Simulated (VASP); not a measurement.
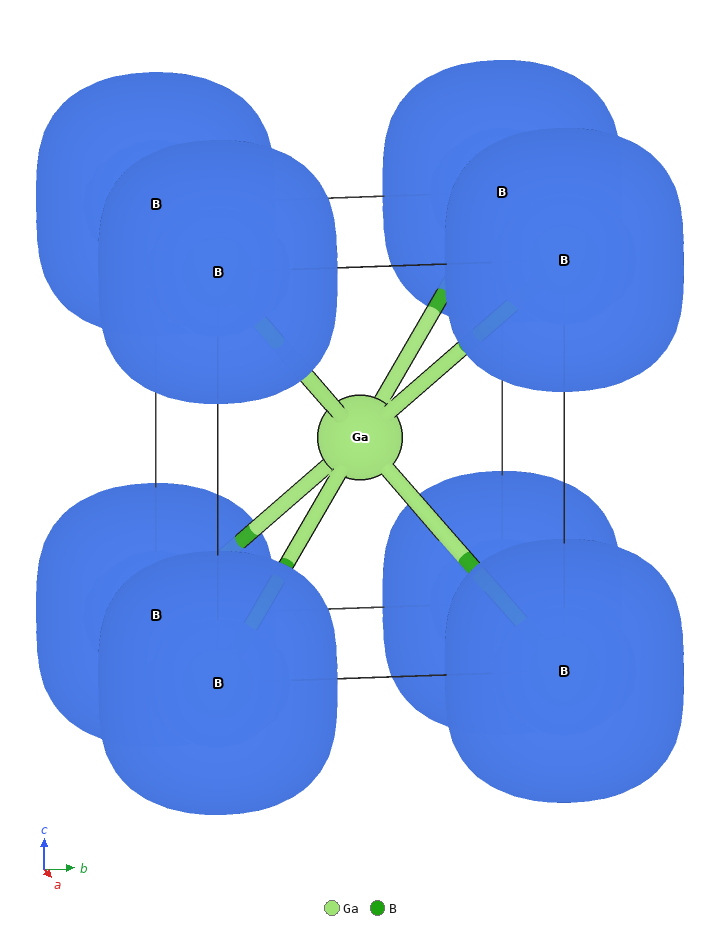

GaB. Isosurface of the electron localisation function at 0.6 (blue), seen slightly off an axis. Core shells and regions of very low density are left out. Sticks mark near contacts.

Space group P4/mmm; a generated structure, not necessarily the stable one.

Level of theory: Kohn-Sham DFT of a periodic cell, PBE, VASP PAW PBE potentials, recommended (VASP).

Core electrons are frozen (PAW), and the valence fields are smoothed inside the atomic spheres.

```
Ga B
1.0
     2.71824    0.00000    0.00000
     0.00000    2.71824    0.00000
     0.00000    0.00000    3.23621
Ga B
1 1
Direct
  0.50000 0.50000 0.50000
  0.00000 0.00000 0.00000
```

**Identify the bonds, lone pairs and shells in this picture.**

The ELF exceeds this value in one region wrapped around B (its valence shell), counted in one cell of 2 atoms. Regions shared between cells count once.

Values along the shortest contacts:
Ga–B (2.51 Å): the ELF peaks at about 0.75 in the valence shell of B, 0.8 Å from its nucleus, and drops to about 0.30 between the two atoms.
